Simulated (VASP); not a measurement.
Band structure of SrTe (rock salt). Level of theory: RPBE GGA, VASP's PBE PAW potentials (set 64) (plane waves; VASP).

Unless said otherwise, spin-orbit coupling is left out, though it shifts the bands of the heavy elements here.

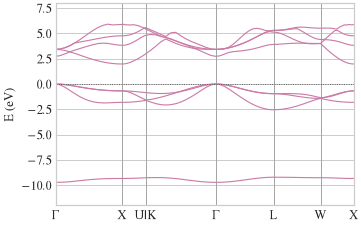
Fig. 1. Bands along high-symmetry lines, zero at the valence-band maximum or, without a gap, the Fermi level

**Question.** Read the plot: is there a gap, and where are the band edges?

**Answer.** The gap is indirect, 1.97 eV, from the valence maximum at Γ to the conduction minimum at X. (Edges off the drawn lines would not show.)

The compound is SrTe in the rock salt structure. It was relaxed first, which changed the volume by +7 %.
